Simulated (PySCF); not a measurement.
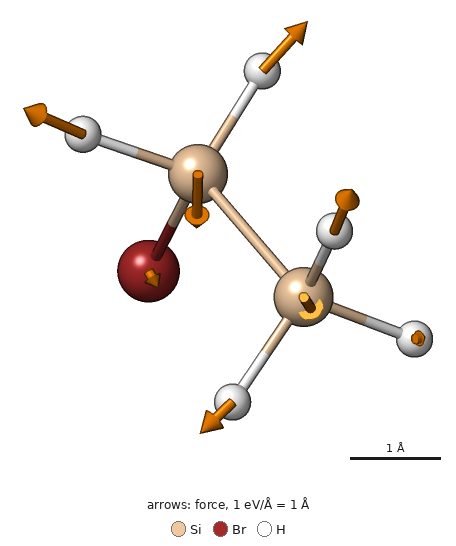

Starting geometry of Si2H5Br with the computed forces as orange arrows. Style: ball-and-stick. Shown from a free direction.

The start comes from GFN2-xTB. Its atoms were then displaced at random by about 0.01 Å.

Level of theory: PBE0-D3(BJ)/def2-SVP geometry optimisation, gas phase (PySCF). 

**Is this structure relaxed? If not, where do the atoms go?**

It isn't relaxed: the largest force vector, on a Si atom, is 0.97 eV/Å. The final displacements follow the starting forces only in part (cosine between the two patterns 0.60). The largest move after the best rigid fit is that of the Br atom, 0.10 Å. By element the largest moves are Br 0.10 Å, H 0.08 Å, Si 0.05 Å. Among the contacts that change: H–Si 1.449 → 1.496 Å, Br–Si 2.249 → 2.237 Å, Si–Si 2.331 → 2.342 Å, H–Si 1.486 → 1.493 Å. Bond angles that change, for instance: Br–Si–H 102.1° → 107.9°, Si–Si–H 116.1° → 111.9°, Si–Si–H 115.4° → 111.8°. The energy falls by 11.6 kJ/mol in 7 geometry steps. Cost: 43 s on 1 thread of Arm Neoverse N1, on a shared host.
